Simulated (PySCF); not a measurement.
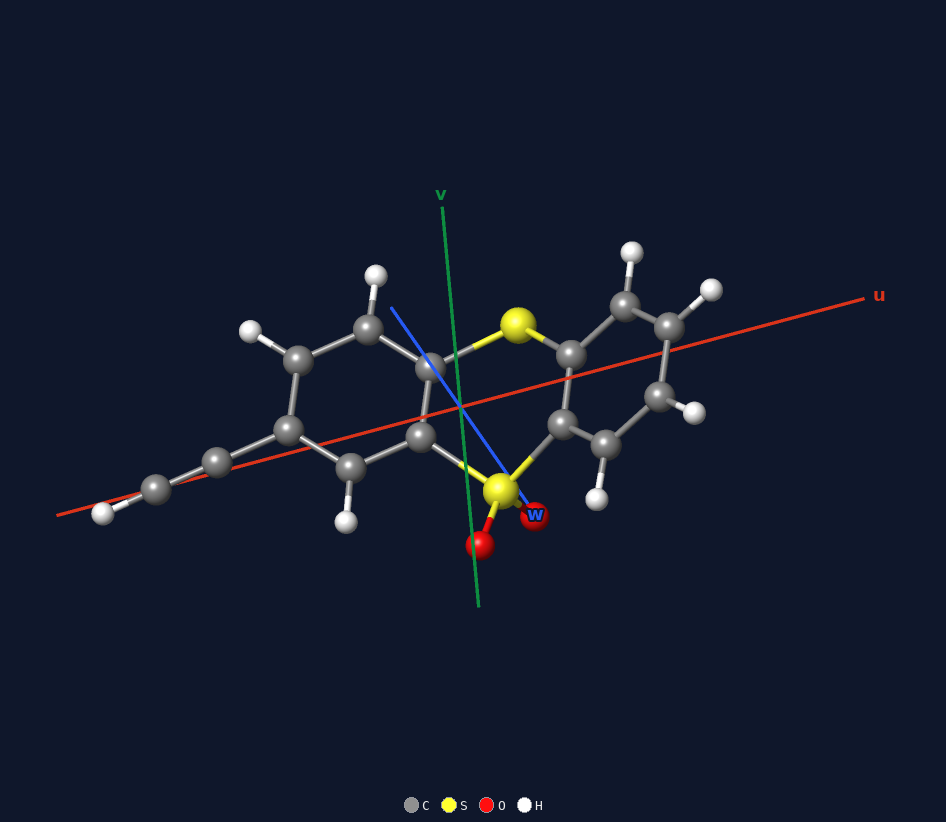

The lines u, v and w are the principal axes of the static dipole polarisability. The geometry was computed by an optimisation with GFN2-xTB. No frequency run is at hand to confirm it as a minimum. Level of theory: CAM-B3LYP/def2-SVP (PySCF 2.14.0).

Question. Along which axis is the molecule most polarisable, and along which least?

Answer. Most along u, least along w.

Question. Give the three principal values.

Answer. u 290.0, v 170.5, w 93.9 bohr³; mean 184.8, anisotropy 171.1 bohr³.
